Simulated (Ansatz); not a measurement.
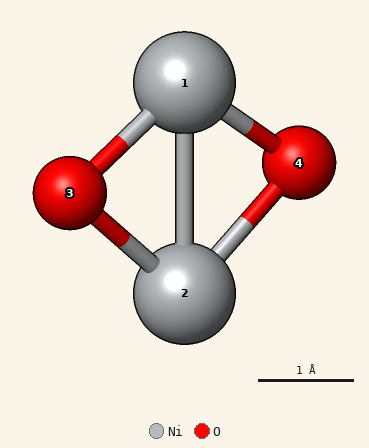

Figure 1. The structure as given in the input (ball-and-stick view, seen at a tilt; atoms are numbered from 1 in the order of the input). Sticks mark near contacts.

# Molecular dynamics of Ni₂O₂ (charge −1)

Ni₂O₂, charge −1, multiplicity 2, computed with UKS r2SCAN-d3bj/6-31G* (Ansatz 0.2.0).

The geometry comes from this level: PBE0-D4/def2-SVPD. Figures and captions count atoms from 1; the log counts them from 0 in places.

What the program printed
```
Warning: the engine holds no damping parameters fitted to this dispersion correction and functional, so the run takes those fitted to r2scan beside the three-body term, which d3bj leaves out (hamiltonian.dispersion, under Limitations)
Functional definition: r2SCAN
  name "r2SCAN"
  cite "Furness, Kaplan, Ning, Perdew & Sun, J. Phys. Chem. Lett. 11, 8208 (2020) doi:10.1021/acs.jpclett.0c02405"
  cite "Furness, Kaplan, Ning, Perdew & Sun, J. Phys. Chem. Lett. 11, 9248 (2020) doi:10.1021/acs.jpclett.0c03077"
  parent r2scan
  parameter k0 = 0.174
  parameter k1 = 0.065
  parameter a1 = 4.9479
  exchange = r2scan_x(k0 = k0, k1 = k1, a1 = a1)
  correlation = r2scan_c
these checks for a lower state are left out or cut short: starts
996 factors; their error is unknown
mean field evaluation 1: about -86066.1610 eV, gradient 1.9e2 eV
mean field evaluation 2: about -85627.5570 eV, gradient 3.6e2 eV
mean field evaluation 4: about -86083.0628 eV, gradient 1.6e2 eV
mean field evaluation 8: about -86101.0852 eV, gradient 1.3e2 eV
mean field evaluation 16: about -86166.7213 eV, gradient 8.4e-2 eV
mean field evaluation 32: about -86166.6104 eV, gradient 8.5e-4 eV
mean field -86166.61040575 eV, -3166.5645265851 hartree, gradient 4.0e-7 eV, S^2 2.153995; 0 other end points of the search recorded, 0 dependent functions left out
the calculation of the forces begins
reference -86166.61042682 eV, -3166.5645273594 hartree; 37, 36 occupied and 65, 66 virtual orbitals, 996 factors
md step     0: t =     0.00 fs  T =   300.0 K  F+E_penalty+E_count = -86166.63045155 eV  E_kin = 0.077556 eV  conserved = -86166.55289555 eV  (313 SCF iters)
these checks for a lower state are left out or cut short: starts, cluster_reference, orbital_swaps, neighbouring_geometries, increment
996 factors; their error is unknown
mean field evaluation 64: about -86166.6150 eV, gradient 3.7e-5 eV
mean field -86166.61500265 eV, -3166.5646955180 hartree, gradient 3.0e-6 eV, S^2 2.149503; 0 other end points of the search recorded, 0 dependent functions left out
[... from here on the field's lines of each further geometry are left out, up to the last ...]
md step     1: t =     1.00 fs  T =   317.7 K  F+E_penalty+E_count = -86166.63504762 eV  E_kin = 0.082144 eV  conserved = -86166.55290322 eV  (119 SCF iters)
md step     2: t =     2.00 fs  T =   343.9 K  F+E_penalty+E_count = -86166.64181709 eV  E_kin = 0.088897 eV  conserved = -86166.55292022 eV  (119 SCF iters)
md step     3: t =     3.00 fs  T =   377.4 K  F+E_penalty+E_count = -86166.65050139 eV  E_kin = 0.097556 eV  conserved = -86166.55294515 eV  (189 SCF iters)
md step     4: t =     4.00 fs  T =   416.8 K  F+E_penalty+E_count = -86166.66071575 eV  E_kin = 0.107738 eV  conserved = -86166.55297748 eV  (125 SCF iters)
md step     5: t =     5.00 fs  T =   460.1 K  F+E_penalty+E_count = -86166.67196396 eV  E_kin = 0.118948 eV  conserved = -86166.55301549 eV  (193 SCF iters)
md step     6: t =     6.00 fs  T =   505.2 K  F+E_penalty+E_count = -86166.68366411 eV  E_kin = 0.130607 eV  conserved = -86166.55305748 eV  (196 SCF iters)
md step     7: t =     7.00 fs  T =   549.6 K  F+E_penalty+E_count = -86166.69518087 eV  E_kin = 0.142080 eV  conserved = -86166.55310098 eV  (198 SCF iters)
md step     8: t =     8.00 fs  T =   590.8 K  F+E_penalty+E_count = -86166.70586522 eV  E_kin = 0.152724 eV  conserved = -86166.55314148 eV  (192 SCF iters)
md step     9: t =     9.00 fs  T =   626.4 K  F+E_penalty+E_count = -86166.71510473 eV  E_kin = 0.161928 eV  conserved = -86166.55317710 eV  (182 SCF iters)
md step    10: t =    10.00 fs  T =   654.3 K  F+E_penalty+E_count = -86166.72236464 eV  E_kin = 0.169159 eV  conserved = -86166.55320529 eV  (118 SCF iters)
md step    11: t =    11.00 fs  T =   673.1 K  F+E_penalty+E_count = -86166.72722757 eV  E_kin = 0.174003 eV  conserved = -86166.55322425 eV  (186 SCF iters)
md step    12: t =    12.00 fs  T =   681.5 K  F+E_penalty+E_count = -86166.72942505 eV  E_kin = 0.176193 eV  conserved = -86166.55323218 eV  (132 SCF iters)
md step    13: t =    13.00 fs  T =   679.4 K  F+E_penalty+E_count = -86166.72886284 eV  E_kin = 0.175633 eV  conserved = -86166.55322938 eV  (217 SCF iters)
md step    14: t =    14.00 fs  T =   666.9 K  F+E_penalty+E_count = -86166.72561655 eV  E_kin = 0.172396 eV  conserved = -86166.55322082 eV  (218 SCF iters)
the calculation of the forces begins
reference -86166.69987731 eV, -3166.5678146042 hartree; 37, 36 occupied and 65, 66 virtual orbitals, 996 factors
these checks for a lower state are left out or cut short: starts
996 factors; their error is unknown
mean field -86166.69985663 eV, -3166.5678138441 hartree, gradient 9.5e-8 eV, S^2 1.836287; 0 other end points of the search recorded, 0 dependent functions left out
the calculation of the forces begins
reference -86166.69987731 eV, -3166.5678146042 hartree; 37, 36 occupied and 65, 66 virtual orbitals, 996 factors
md step    15: t =    15.00 fs  T =   644.9 K  F+E_penalty+E_count = -86166.71990884 eV  E_kin = 0.166715 eV  conserved = -86166.55319378 eV  (52 SCF iters)
```

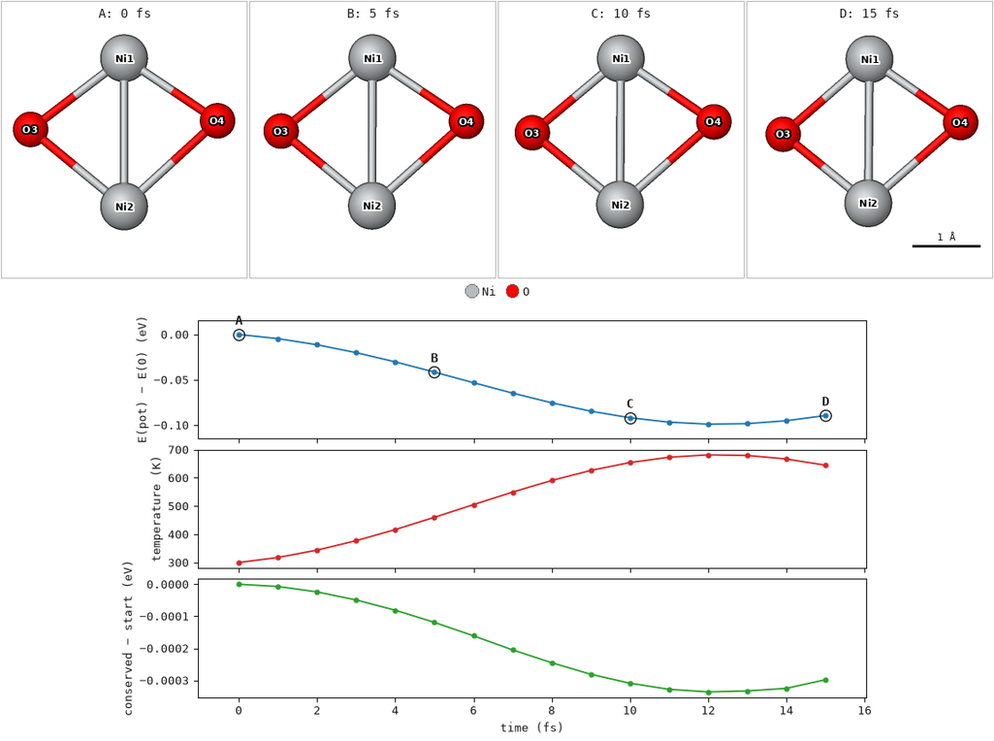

Figure 2. Frames of the molecular dynamics (ball-and-stick, seen at a tilt) above the curves, on which the letters mark them. The trajectory kept here has 16 frames over 15 fs. The temperature starts at 300 K, ranges from 300 to 682 K and averages 652 K over the second half. The potential energy ends 0.089 eV below its first value. The conserved quantity stays within 0.00034 eV. After an unweighted best fit of the last frame on the first, the root-mean-square displacement is 0.07 Å.

```
Total energy: -86166.71992952 eV, -3166.5685515095 hartree
Atom 0 at     1.055950    -0.009245    -0.060299 Å, force    -0.426257     0.345749     0.152692 eV/Å
Atom 1 at    -1.144007    -0.004506     0.035006 Å, force     0.302894     1.033358     0.074591 eV/Å
Atom 2 at    -0.023785    -1.333725     0.098074 Å, force     0.350695    -1.427890    -0.070796 eV/Å
Atom 3 at     0.053825     1.387091     0.006760 Å, force    -0.227333     0.048783    -0.156486 eV/Å
Dipole moment:     0.175349    -0.032481    -0.032516 e Å
Checks for a lower state left out: starts
```

Trajectory as extended XYZ (Å, eV, eV/Å), 16 frames, from step=0 to step=15
```
4
Properties=species:S:1:pos:R:3:forces:R:3 step=0 time_fs=0.0 energy=-86166.63045 temperature=300.0
Ni    1.0777   -0.0107   -0.0451   -1.6987   0.1674   0.0663
Ni   -1.1875    0.0118    0.0496    1.8716  -0.0573  -0.0768
O     0.0426   -1.4331    0.0441   -0.1459   1.2449  -0.0339
O     0.0672    1.4320   -0.0486   -0.0271  -1.3550   0.0443
4
Properties=species:S:1:pos:R:3:forces:R:3 step=1 time_fs=1.0 energy=-86166.63505 temperature=317.7
Ni    1.0780   -0.0111   -0.0462   -1.7006   0.2473   0.0781
Ni   -1.1864    0.0103    0.0486    1.8435   0.0001  -0.0654
O     0.0384   -1.4286    0.0480   -0.1343   1.1599  -0.0444
O     0.0663    1.4344   -0.0448   -0.0086  -1.4073   0.0317
4
Properties=species:S:1:pos:R:3:forces:R:3 step=2 time_fs=2.0 energy=-86166.64182 temperature=343.9
Ni    1.0779   -0.0115   -0.0473   -1.6862   0.3225   0.0892
Ni   -1.1849    0.0089    0.0477    1.8033   0.0603  -0.0538
O     0.0341   -1.4233    0.0518   -0.1227   1.0551  -0.0537
O     0.0654    1.4358   -0.0410    0.0055  -1.4379   0.0183
4
Properties=species:S:1:pos:R:3:forces:R:3 step=3 time_fs=3.0 energy=-86166.65050 temperature=377.4
Ni    1.0776   -0.0119   -0.0485   -1.6559   0.3920   0.0994
Ni   -1.1831    0.0075    0.0467    1.7506   0.1235  -0.0420
O     0.0297   -1.4174    0.0556   -0.1100   0.9309  -0.0618
O     0.0646    1.4364   -0.0371    0.0153  -1.4465   0.0043
4
Properties=species:S:1:pos:R:3:forces:R:3 step=4 time_fs=4.0 energy=-86166.66072 temperature=416.8
Ni    1.0770   -0.0122   -0.0496   -1.6105   0.4552   0.1088
Ni   -1.1811    0.0061    0.0457    1.6852   0.1902  -0.0302
O     0.0252   -1.4109    0.0594   -0.0954   0.7879  -0.0685
O     0.0637    1.4362   -0.0333    0.0207  -1.4332  -0.0101
4
Properties=species:S:1:pos:R:3:forces:R:3 step=5 time_fs=5.0 energy=-86166.67196 temperature=460.1
Ni    1.0761   -0.0124   -0.0506   -1.5508   0.5108   0.1171
Ni   -1.1788    0.0047    0.0447    1.6069   0.2606  -0.0186
O     0.0207   -1.4040    0.0632   -0.0780   0.6268  -0.0738
O     0.0628    1.4350   -0.0294    0.0219  -1.3982  -0.0248
4
Properties=species:S:1:pos:R:3:forces:R:3 step=6 time_fs=6.0 energy=-86166.68366 temperature=505.2
Ni    1.0750   -0.0125   -0.0517   -1.4777   0.5578   0.1244
Ni   -1.1762    0.0034    0.0437    1.5156   0.3351  -0.0072
O     0.0162   -1.3967    0.0669   -0.0566   0.4487  -0.0776
O     0.0620    1.4331   -0.0256    0.0187  -1.3416  -0.0396
4
Properties=species:S:1:pos:R:3:forces:R:3 step=7 time_fs=7.0 energy=-86166.69518 temperature=549.6
Ni    1.0736   -0.0125   -0.0528   -1.3925   0.5946   0.1306
Ni   -1.1733    0.0021    0.0427    1.4117   0.4135   0.0039
O     0.0116   -1.3891    0.0705   -0.0305   0.2554  -0.0801
O     0.0612    1.4303   -0.0218    0.0112  -1.2636  -0.0544
4
Properties=species:S:1:pos:R:3:forces:R:3 step=8 time_fs=8.0 energy=-86166.70586 temperature=590.8
Ni    1.0720   -0.0125   -0.0538   -1.2963   0.6198   0.1358
Ni   -1.1703    0.0009    0.0418    1.2961   0.4952   0.0145
O     0.0070   -1.3814    0.0742    0.0009   0.0496  -0.0812
O     0.0604    1.4267   -0.0180   -0.0007  -1.1645  -0.0690
4
Properties=species:S:1:pos:R:3:forces:R:3 step=9 time_fs=9.0 energy=-86166.71510 temperature=626.4
Ni    1.0702   -0.0123   -0.0548   -1.1908   0.6315   0.1401
Ni   -1.1670   -0.0002    0.0408    1.1702   0.5790   0.0245
O     0.0024   -1.3736    0.0777    0.0380  -0.1655  -0.0811
O     0.0595    1.4225   -0.0143   -0.0173  -1.0450  -0.0834
4
Properties=species:S:1:pos:R:3:forces:R:3 step=10 time_fs=10.0 energy=-86166.72236 temperature=654.3
Ni    1.0682   -0.0120   -0.0558   -1.0776   0.6281   0.1435
Ni   -1.1635   -0.0013    0.0398    1.0357   0.6638   0.0340
O    -0.0022   -1.3659    0.0812    0.0807  -0.3860  -0.0801
O     0.0587    1.4176   -0.0106   -0.0388  -0.9058  -0.0974
4
Properties=species:S:1:pos:R:3:forces:R:3 step=11 time_fs=11.0 energy=-86166.72723 temperature=673.1
Ni    1.0660   -0.0117   -0.0567   -0.9584   0.6076   0.1464
Ni   -1.1598   -0.0022    0.0388    0.8946   0.7479   0.0429
O    -0.0068   -1.3585    0.0847    0.1293  -0.6077  -0.0785
O     0.0579    1.4122   -0.0070   -0.0655  -0.7478  -0.1108
4
Properties=species:S:1:pos:R:3:forces:R:3 step=12 time_fs=12.0 energy=-86166.72942 temperature=681.5
Ni    1.0637   -0.0112   -0.0577   -0.8351   0.5680   0.1490
Ni   -1.1560   -0.0030    0.0379    0.7495   0.8298   0.0513
O    -0.0112   -1.3514    0.0881    0.1835  -0.8257  -0.0767
O     0.0570    1.4063   -0.0034   -0.0978  -0.5721  -0.1237
4
Properties=species:S:1:pos:R:3:forces:R:3 step=13 time_fs=13.0 energy=-86166.72886 temperature=679.4
Ni    1.0612   -0.0106   -0.0586   -0.7084   0.5074   0.1514
Ni   -1.1521   -0.0036    0.0369    0.6028   0.9072   0.0593
O    -0.0156   -1.3449    0.0915    0.2423  -1.0349  -0.0750
O     0.0560    1.4001    0.0001   -0.1367  -0.3797  -0.1357
4
Properties=species:S:1:pos:R:3:forces:R:3 step=14 time_fs=14.0 energy=-86166.72562 temperature=666.9
Ni    1.0586   -0.0100   -0.0594   -0.5736   0.4288   0.1530
Ni   -1.1481   -0.0042    0.0359    0.4545   0.9766   0.0671
O    -0.0198   -1.3389    0.0948    0.3008  -1.2346  -0.0734
O     0.0550    1.3936    0.0035   -0.1818  -0.1708  -0.1467
4
Properties=species:S:1:pos:R:3:forces:R:3 step=15 time_fs=15.0 energy=-86166.71991 temperature=644.9
Ni    1.0559   -0.0092   -0.0603   -0.4263   0.3457   0.1527
Ni   -1.1440   -0.0045    0.0350    0.3029   1.0334   0.0746
O    -0.0238   -1.3337    0.0981    0.3507  -1.4279  -0.0708
O     0.0538    1.3871    0.0068   -0.2273   0.0488  -0.1565
```

This output came from the following input.

Input file
```yaml
crystal:
  periodic: [false, false, false]
  atoms:
    - {symbol: Ni, position_ang: [1.077745, -0.010694, -0.045051]}
    - {symbol: Ni, position_ang: [-1.187539, 0.011785, 0.049568]}
    - {symbol: O, position_ang: [0.042607, -1.433128, 0.044078]}
    - {symbol: O, position_ang: [0.067178, 1.432047, -0.048605]}
basis:
  gaussian: {orbitals: "6-31G*"}
total_charge: -1
magnetization: {spin_polarized: true, initial_magnetization: 1}
hamiltonian: {xc: {name: r2SCAN}, dispersion: d3bj}
md: {timestep: 1 fs, n_steps: 15, ensemble: nve, temperature: 300, initial_velocities: maxwell_boltzmann, seed: 527}
scf: {omitted_lower_state_checks: [starts]}
```

Command:
```bash
ansatz run in.yaml --threads 4 --pin off --events-out ev --progress --plain --max-ram 3916MiB
```

Summary

| quantity | value |
| --- | --- |
| outcome | finished |
| mean temperature over the second half | 652 K |
| trajectory | 15 steps, 15 fs |
| ensemble | nve |
| temperature in the input | 300 K |
| time step | 1 fs |
| potential energy (last step) | −86166.7199 eV |
| mean-field energy (last step) | −86166.6999 eV |
| dispersion energy (last step) | −0.0201 eV |
| ⟨S²⟩ (last step) | 1.836 |
| SCF solution under orbital rotations (last step) | stable |
| largest force (length of the vector) (last step) | 1.472 eV/Å |
| hardware | 4 threads of Arm Neoverse V2, 23 GiB of memory available, shared host |
| wall time | 6.8 min (CPU time 27 min) |
| peak memory | 0.36 GiB |

Notes

The program warns: the dispersion correction has no parameters fitted for this combination and takes those fitted for r2SCAN with other terms. ⟨S²⟩ is 1.84 against 0.75 for a pure state: the solution is spin-contaminated. So short a trajectory is not equilibrated.
